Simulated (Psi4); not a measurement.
# SiH3F (SMILES F[SiH3]): HF/STO-3G

What is the vertical singlet–triplet gap of SiH3F at HF/STO-3G? 

Program for the calculation: Psi4 1.11.

2 further runs of the same task are left out: 2 set aside as unsound or not needed.

### 1 Starting point

SiH3F has 5 atoms, charge 0, and is taken as a singlet. SMILES: `F[SiH3]`. Geometry: relaxed at PBE0-D4/def2-TZVP.

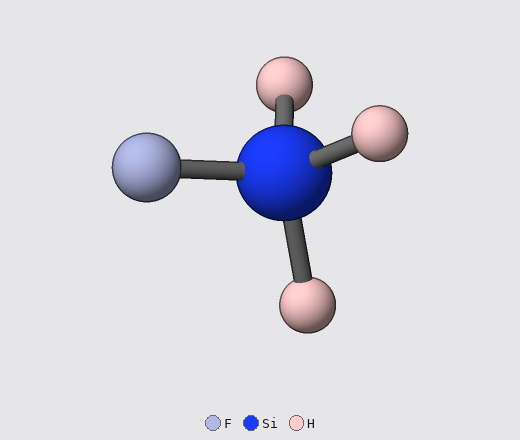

Viewed from a chosen angle; fluorine light blue, silicon blue, hydrogen pink.

### 2 Energy and forces at HF/STO-3G

File job.py:

```python
import psi4

psi4.set_memory(1600000000)
psi4.set_num_threads(1)
psi4.set_output_file('fh3si.out', False)

mol = psi4.geometry("""
F     -1.274600     0.162800     0.858000
Si     0.043300    -0.019300    -0.030700
H     -0.367800    -0.192600    -1.443700
H      0.768600    -1.217900     0.451600
H      0.880500     1.193400     0.123400
units angstrom
symmetry c1
no_reorient
no_com
""")

psi4.set_options(dict(basis='STO-3G', reference='rhf', puream=True, e_convergence=1e-09, d_convergence=1e-08, scf_type='pk'))

e, wfn = psi4.gradient('hf', return_wfn=True)
psi4.oeprop(wfn, 'MAYER_INDICES', 'QUADRUPOLE', 'DIPOLE', title='HF')
print('gradient / Eh bohr^-1')
print(e.np.round(6))
print(f'energy = {wfn.energy():.10f} Eh')
for k, v in sorted(psi4.core.scalar_variables().items()):
    print(f'{k:45s} {v:18.10f}')
```

Run with:

```bash
python job.py
```

fh3si.out:

```text
[...]
  Running in c1 symmetry.
[...]
  Nuclear repulsion =   63.042807224251995
[...]
  Multiplicity = 1
[...]
  Nalpha       = 13
  Nbeta        = 13
[...]
    Number of basis functions: 17
[...]
   @RHF iter   1:  -385.34286282280857   -1.53264e+00   1.19683e-02 DIIS/ADIIS
[...]
   @RHF iter   8:  -385.38547381822008   -1.25056e-12   5.14876e-09 DIIS
[...]
    Orbital Energies [Eh]
    ---------------------
    Doubly Occupied:
       1A    -68.019901     2A    -25.823893     3A     -6.000735
       4A     -4.027073     5A     -4.025642     6A     -4.025641
       7A     -1.433197     8A     -0.683729     9A     -0.495516
      10A     -0.495506    11A     -0.452548    12A     -0.383295
      13A     -0.383283
[...]
  @RHF Final Energy:  -385.38547381822008
   => Energetics <=
    Nuclear Repulsion Energy =             63.0428072242519946
    One-Electron Energy =                -664.3566480888622436
    Two-Electron Energy =                 215.9283670463901785
    Total Energy =                       -385.3854738182200776
[...]
  -Total Gradient:
     Atom            X                  Y                   Z
    ------   -----------------  -----------------  -----------------
       1        0.016123783186    -0.002229966551    -0.010875187534
       2       -0.033889476689     0.004701727127     0.022911885015
       3       -0.010887733267    -0.003369311751    -0.028433121430
       4        0.013144066514    -0.025033792158     0.011665799917
       5        0.015509360257     0.025931343334     0.004730624033
[...]
 Multipole Moments:
 ------------------------------------------------------------------------------------
     Multipole            Electronic (a.u.)      Nuclear  (a.u.)        Total (a.u.)
 ------------------------------------------------------------------------------------
 L = 1.  Multiply by 2.5417464519 to convert [e a0] to [Debye]
 Dipole X            :         18.4486009          -18.1109462            0.3376546
 Dipole Y            :         -1.8945611            1.8479632           -0.0465980
 Dipole Z            :        -12.3662772           12.1386558           -0.2276214
 Magnitude           :                                                    0.4098701
 L = 2.  Multiply by 1.3450342976 to convert [e a0^2] to [Debye ang]
 Quadrupole XX       :        -71.9684968           57.6691186          -14.2993782
 Quadrupole XY       :          6.2001226           -6.0482930            0.1518296
[...]
```

Standard output:

```text
Memory set to   1.490 GiB by Python driver.
  Threads set to 1 by Python driver.
gradient / Eh bohr^-1
[[ 0.016124 -0.00223  -0.010875]
 [-0.033889  0.004702  0.022912]
 [-0.010888 -0.003369 -0.028433]
 [ 0.013144 -0.025034  0.011666]
 [ 0.015509  0.025931  0.004731]]
energy = -385.3854738182 Eh
CURRENT ENERGY                                   -385.3854738182
CURRENT REFERENCE ENERGY                         -385.3854738182
DD SOLVATION ENERGY                                 0.0000000000
HF KINETIC ENERGY                                 380.5586492262
HF POTENTIAL ENERGY                              -765.9441230444
HF TOTAL ENERGY                                  -385.3854738182
HF VIRIAL RATIO                                     2.0126835236
NUCLEAR REPULSION ENERGY                           63.0428072243
ONE-ELECTRON ENERGY                              -664.3566480889
PCM POLARIZATION ENERGY                             0.0000000000
PE ENERGY                                           0.0000000000
SCF ITERATION ENERGY                             -385.3854738182
SCF ITERATIONS                                      8.0000000000
SCF TOTAL ENERGY                                 -385.3854738182
TWO-ELECTRON ENERGY                               215.9283670464
```

It took 2.9 s on 1 thread of AMD EPYC 7R43 (Zen 3), shared host; peak memory 0.18 GiB.

### 3 The triplet: a single-point energy at UHF/STO-3G

File job.json:

```json
{
 "schema_name": "qcschema_input",
 "schema_version": 1,
 "molecule": {
  "schema_name": "qcschema_molecule",
  "schema_version": 2,
  "symbols": ["F", "Si", "H", "H", "H"],
  "geometry": [-2.40864492, 0.30764741, 1.62138501, 0.08182514, -0.03647171, -0.05801459, -0.69504127, -0.36396125, -2.72819761, 1.4524435, -2.30149745, 0.85340032, 1.66390385, 2.25519916, 0.2331922],
  "molecular_charge": 0,
  "molecular_multiplicity": 3,
  "fix_symmetry": "c1",
  "fix_com": true,
  "fix_orientation": true
 },
 "driver": "energy",
 "model": {
  "method": "hf",
  "basis": "STO-3G"
 },
 "keywords": {
  "reference": "uhf",
  "puream": true,
  "e_convergence": 1e-09,
  "d_convergence": 1e-08,
  "scf_type": "pk",
  "maxiter": 200,
  "scf_properties": ["MULLIKEN_CHARGES", "DIPOLE", "LOWDIN_CHARGES"]
 }
}
```

Run with:

```bash
psi4 --qcschema job.json -n 1 --memory 1600MB
```

stdout:

```text
[...]
                   'protocols': {'error_correction': {'default_policy': True, 'policies': None},
                                 'native_files': 'none',
[...]
  Running in c1 symmetry.
[...]
  Nuclear repulsion =   63.042807294126760
[...]
  Multiplicity = 3
[...]
  Nalpha       = 14
  Nbeta        = 12
[...]
    Number of basis functions: 17
[...]
   @UHF iter   1:  -384.78394836981869   -9.73723e-01   1.47802e-02 ADIIS/DIIS
[...]
   @UHF iter  78:  -385.01879778996624   -4.54747e-13   1.18842e-09 DIIS
[...]
   @S^2 Observed:                2.001637874E+00
[...]
    Orbital Energies [Eh]
    ---------------------
    Alpha Occupied:
       1A    -67.862864     2A    -26.182182     3A     -5.874230
       4A     -3.912186     5A     -3.891264     6A     -3.891039
       7A     -1.727291     8A     -0.810248     9A     -0.803197
      10A     -0.700747    11A     -0.596673    12A     -0.391426
      13A     -0.380673    14A      0.034994
    Alpha Virtual:
      15A      0.551783    16A      0.584132    17A      0.591292
    Beta Occupied:
[...]
  @UHF Final Energy:  -385.01879778996624
   => Energetics <=
    Nuclear Repulsion Energy =             63.0428072941267601
    One-Electron Energy =                -663.5527145153100719
    Two-Electron Energy =                 215.4911094312170405
    Total Energy =                       -385.0187977899662428
  UHF NO Occupations:
  HONO-2 :   12  A 1.9994357
  HONO-1 :   13  A 1.0000000
[...]
 Multipole Moments:
 ------------------------------------------------------------------------------------
     Multipole            Electronic (a.u.)      Nuclear  (a.u.)        Total (a.u.)
 ------------------------------------------------------------------------------------
 L = 1.  Multiply by 2.5417464519 to convert [e a0] to [Debye]
 Dipole X            :         17.3816559          -18.1109462           -0.7292903
 Dipole Y            :         -1.7542089            1.8479632            0.0937543
 Dipole Z            :        -11.6942265           12.1386557            0.4444292
 Magnitude           :                                                    0.8591691
[...]
  Mulliken Charges: (a.u.)
   Center  Symbol    Alpha    Beta     Spin     Total
       1     F     4.98217  3.85574  1.12643  0.16209
       2    SI     7.24202  6.36879  0.87323  0.38919
       3     H     0.60220  0.57092  0.03127 -0.17312
       4     H     0.58693  0.60202 -0.01509 -0.18895
       5     H     0.58668  0.60252 -0.01584 -0.18921
   Total alpha = 14.00000, Total beta = 12.00000, Total charge = -0.00000
  Lowdin Charges: (a.u.)
   Center  Symbol    Alpha    Beta     Spin     Total
       1     F     4.98011  3.81198  1.16813  0.20791
[...]
```

The result, in JSON:

```text
{
 "driver": "energy",
 "model": {
  "method": "hf",
  "basis": "STO-3G"
 },
 "success": true,
 "return_result": -385.01879778996624,
 "properties": {
  "calcinfo_nbasis": 17,
  "calcinfo_nmo": 17,
  "calcinfo_nalpha": 14,
  "calcinfo_nbeta": 12,
  "calcinfo_natom": 5,
  "nuclear_repulsion_energy": 63.04280729412676,
  "return_energy": -385.01879778996624,
  "scf_one_electron_energy": -663.5527145153101,
  "scf_two_electron_energy": 215.49110943121704,
  "scf_dipole_moment": [-0.7292903482934499, 0.09375430966946086, 0.4444292355022963],
  "scf_total_energy": -385.01879778996624,
  "scf_iterations": 78
 }
}
```

It took 3.6 s on 1 thread of AMD EPYC 7R43 (Zen 3), shared host; peak memory 0.17 GiB.

### 4 Results

Level: HF/STO-3G.

| quantity | value |
| --- | --- |
| singlet: total energy | -385.38547 Eh |
| singlet: dipole moment | 1.04 D |
| singlet: HOMO energy | -10.43 eV |
| singlet: LUMO energy | 13.48 eV |
| singlet: HOMO–LUMO gap | 23.91 eV |
| singlet: largest force on an atom | 2.117 eV/Å |
| triplet: total energy | -385.01880 Eh |
| triplet: dipole moment | 2.18 D |
| triplet: HOMO energy (highest over α and β) | 0.95 eV |
| triplet: LUMO energy (lowest over α and β) | 5.10 eV |
| triplet: ⟨S²⟩ | 2.002 |
| vertical energy of the triplet above the singlet | 9.978 eV |

In words: At this shape the triplet lies 9.98 eV (963 kJ/mol) above the singlet. The largest force (singlet) is 2.12 eV/Å: the shape isn't a stationary point for this species at this level. In a minimal basis such a difference can be off by several eV, whatever the method.
